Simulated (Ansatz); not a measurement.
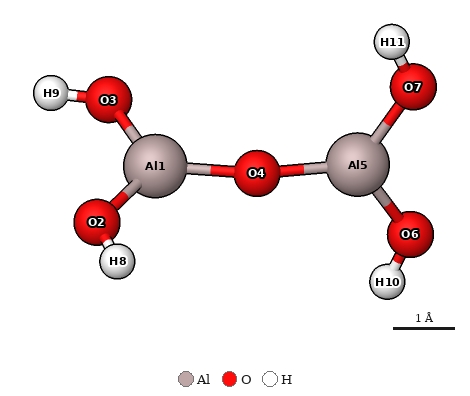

Figure 1. The input geometry of the first run (ball-and-stick view, seen on its broad side; atoms are numbered from 1 in the order of the input). Sticks mark near contacts.

# What a change does: single-point calculation on Al2H4O5

System: Al2H4O5 ([(OH)2Al]2O).
Method of the first run: RKS PBE0-D4/def2-SVP (Ansatz 0.2.0).

The geometry comes from this level: PBE0-D4/def2-SVP. Text and figures count atoms from 1; the logs count them from 0 in places.

## Input, the first run
```yaml
crystal:
  periodic: [false, false, false]
  atoms:
    - {symbol: Al, position_ang: [0.377478, 1.342882, 0.713026]}
    - {symbol: O, position_ang: [1.243805, 1.563327, 2.155605]}
    - {symbol: O, position_ang: [-0.160809, 2.719429, -0.117446]}
    - {symbol: O, position_ang: [0.031693, -0.178267, 0.073830]}
    - {symbol: Al, position_ang: [-0.452737, -1.519326, -0.838079]}
    - {symbol: O, position_ang: [-1.757393, -2.499047, -0.381279]}
    - {symbol: O, position_ang: [0.350057, -2.005085, -2.248260]}
    - {symbol: H, position_ang: [1.589319, 0.854123, 2.698509]}
    - {symbol: H, position_ang: [-0.001530, 3.609926, 0.198515]}
    - {symbol: H, position_ang: [-2.300866, -2.354135, 0.392909]}
    - {symbol: H, position_ang: [1.080984, -1.533838, -2.647329]}
basis:
  gaussian: {orbitals: def2-SVP, initial_orbitals: start.molden}
hamiltonian: {xc: pbe0, dispersion: d4}
scf: {omitted_lower_state_checks: [starts]}
output: {orbitals: {seedname: orbitals}}
```

Command:
```bash
ansatz run in.yaml --threads 4 --pin off --events-out ev --progress --plain --max-ram 4787MiB
```

Hardware: 4 threads of Arm Neoverse V2, 23 GiB of memory available, shared host.

## Output (the first run)
```
Functional definition: PBE0
  parameter a = 0.25
  parameter kappa = 0.804
  parameter beta = 0.06672455060314922
  exchange = (1 - a)*pbe_x(kappa = kappa, mu = beta*pi^2/3) + a*exact_x
  correlation = pbe_c(beta = beta)
these checks for a lower state are left out or cut short: starts
1166 factors; integrals over basis functions are off by at most 7.7e-4 eV
mean field evaluation 1: about -23473.2262 eV, gradient 1.3e1 eV
mean field evaluation 2: about -23473.6041 eV, gradient 2.7e-1 eV
mean field evaluation 4: about -23473.8441 eV, gradient 1.4e-3 eV
mean field -23473.84407723 eV, -862.6478586953 hartree, gradient 3.7e-5 eV, S^2 0.000000; 0 other end points of the search recorded, 0 dependent functions left out
reference -23473.84411299 eV, -862.6478600095 hartree; 35, 35 occupied and 91, 91 virtual orbitals, 1166 factors
Total energy: -23474.03481637 eV, -862.6548682294 hartree
Checks for a lower state left out: starts
```

For the second run the input was changed thus:
```diff
-hamiltonian: {xc: pbe0, dispersion: d4}
+hamiltonian: {xc: pbe, dispersion: d4}
```

What does this change do to the results?

The total energies belong to different models, so their difference says nothing on which is more stable or more accurate. The HOMO goes from −8.50 to −6.71 eV. The LUMO goes from −0.63 to −1.44 eV.

## Output (the second run)
```
Functional definition: PBE
  parameter kappa = 0.804
  parameter beta = 0.06672455060314922
  exchange = pbe_x(kappa = kappa, mu = beta*pi^2/3)
  correlation = pbe_c(beta = beta)
these checks for a lower state are left out or cut short: starts
1333 factors; their error is unknown
mean field evaluation 1: about -23471.9642 eV, gradient 1.5e1 eV
mean field evaluation 2: about -23472.5771 eV, gradient 4.5e-1 eV
mean field evaluation 4: about -23472.5206 eV, gradient 5.9e-2 eV
mean field -23472.52063340 eV, -862.5992230316 hartree, gradient 2.0e-5 eV, S^2 0.000000; 0 other end points of the search recorded, 0 dependent functions left out
reference -23472.52068138 eV, -862.5992247948 hartree; 35, 35 occupied and 91, 91 virtual orbitals, 1333 factors
Total energy: -23472.74277247 eV, -862.6073864919 hartree
Checks for a lower state left out: starts
```

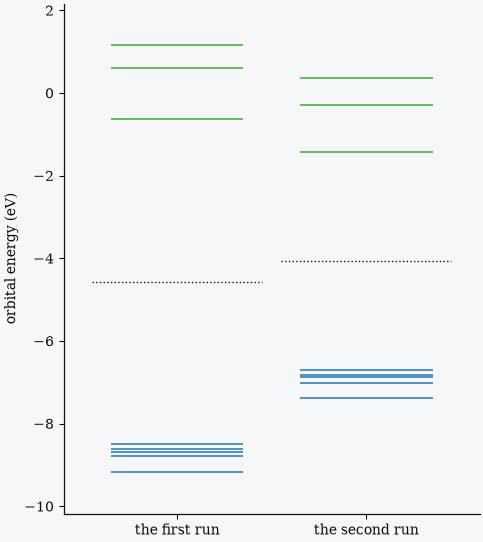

Figure 2. The five highest filled and three lowest empty orbital energies of the two runs; the dotted lines part filled from empty levels. The HOMO–LUMO gap is 7.88 eV in the first run and 5.27 eV in the second run.

## The two runs side by side

| quantity | the first run | the second run |
| --- | --- | --- |
| outcome | converged | converged |
| total energy (hartree) | −862.654868 | −862.607386 |
| HOMO (eV) | −8.50 | −6.71 |
| LUMO (eV) | −0.63 | −1.44 |
| basis functions | 126 | 126 |
| wall time (shared host) | 1.4 s | 0.95 s |
